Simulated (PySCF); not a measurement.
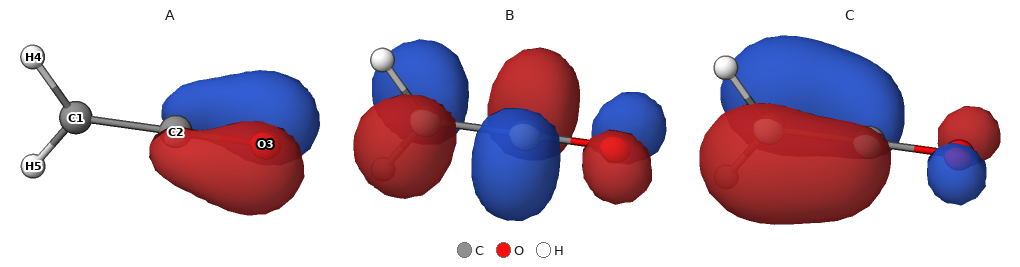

C₂H₂O, SMILES `C=C=O`. Natural orbitals of the π active space, CASSCF(4,3), singlet state, in random order.

Computed with PySCF, 6-31+G* basis, geometry: GFN2-xTB. No frequency check shows the geometry to be a minimum.

Coordinates in Å:

```
C1       1.1921   -0.0000    0.0000
C2      -0.0965    0.0001    0.0000
O3      -1.2584   -0.0000    0.0000
H4       1.7466   -0.9173    0.0000
H5       1.7466    0.9173    0.0000
```

Q: Which orbitals are strongly, which singly and which weakly occupied?

A: Strongly: A (2.00), C (1.95). Weakly: B (0.05). Broadly, orbitals with more nodes between bonded atoms hold fewer electrons.

Q: How multiconfigurational is the state?

A: The leading determinant weighs 0.97; the effective number of unpaired electrons, Σ n²(2−n)², is 0.02; the most occupied of the weakly occupied orbitals holds 0.05 e, as in an ordinary closed-shell π system. The active space lowers the energy by 0.59 eV against Hartree–Fock.

Q: Where does the lowest triplet lie relative to the singlet, at this geometry and within this active space?

A: 6.02 eV above it by strongly contracted NEVPT2 (+5.86 eV by CASSCF); a small basis tends to put such gaps a few tenths of an eV too high. This is a vertical energy for π states alone; a state that uses lone pairs or σ orbitals may lie lower.

Run time: 3 s on 1 thread of Intel(R) Xeon(R) 6975P-C (Granite Rapids) (shared host), peak memory 0.26 GiB.
